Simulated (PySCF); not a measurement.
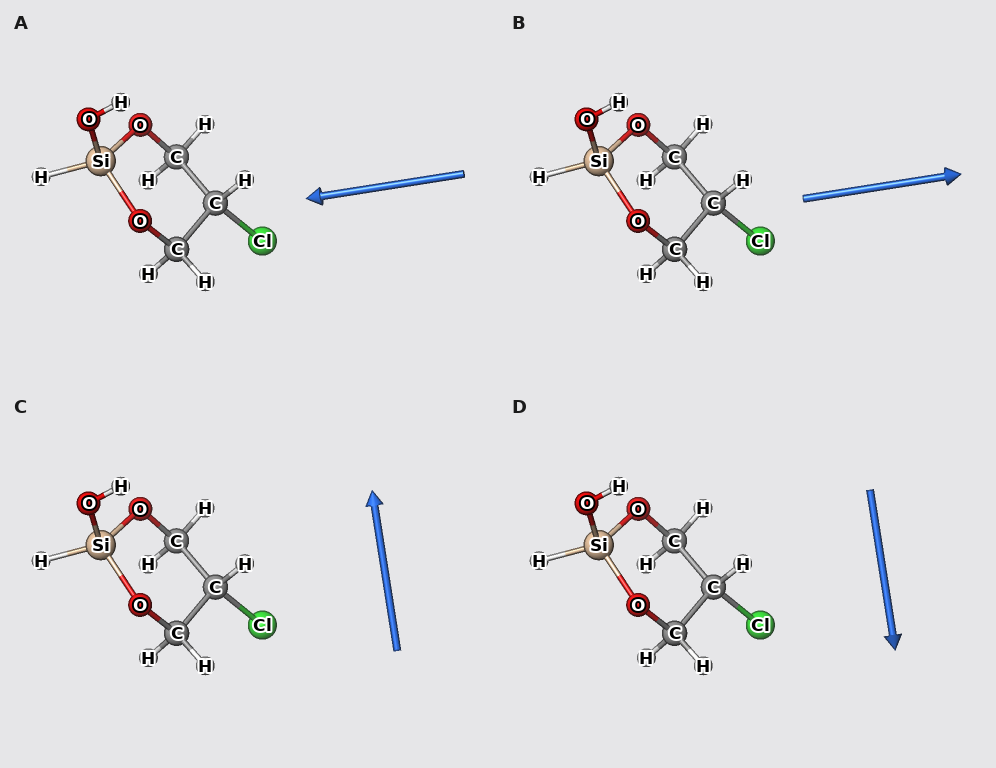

The same molecule four times, each with an arrow. The computed structure is the end point of a GFN2-xTB optimisation. No frequency run is at hand to confirm it as a minimum. Properties computed with B3LYP/def2-SVPD, gas phase (PySCF 2.14.0).

> Which arrow points along the dipole moment, from the negative to the positive end?

B. The dipole moment is 0.90 D.

The geometry is semi-empirical. Around Si such bond lengths and angles can be off by a tenth of an ångström or more and by several degrees, and values that hang on the shape move with them.
